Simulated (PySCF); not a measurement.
Molecule: In(Me)2(NHMe), SMILES C[NH][In]([CH3])[CH3]. Atoms near the plane z = 0.0 Å, at the GFN2-xTB optimised geometry (x, y, z in Å): In1 (0.1, -0.2, 0.0), C2 (2.3, -0.2, 0.0), H3 (2.7, 0.8, 0.0), H4 (2.7, -0.7, -0.9), H5 (2.7, -0.7, 0.9), C6 (-1.3, -1.9, 0.4), H7 (-2.1, -2.0, -0.4), H9 (-0.8, -2.8, 0.5), N10 (-0.7, 1.7, 0.0), C11 (-2.2, 1.9, -0.2), H12 (-0.2, 2.4, -0.5), H14 (-2.5, 2.8, 0.3), H15 (-2.7, 1.1, 0.2).

Calculation: B3LYP/def2-TZVP, def2 effective core potentials past Kr in PySCF 2.14.0. The core electrons that the potentials of In replace are not part of the density. Cells within 0.4 Å of a nucleus heavier than hydrogen are left out (blank, or x). The values are rescaled to run from 0 to 1.

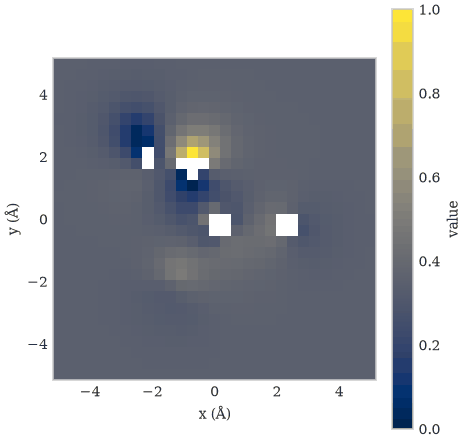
*a field on the plane z = 0.0 Å.*

### Question
Which quantity is mapped?
(A) electron localisation function
(B) an orbital amplitude
(C) log10 of the electron density
(D) Laplacian of the electron density

### Answer
B, an orbital amplitude. In full: HOMO amplitude (bohr^(-3/2)).
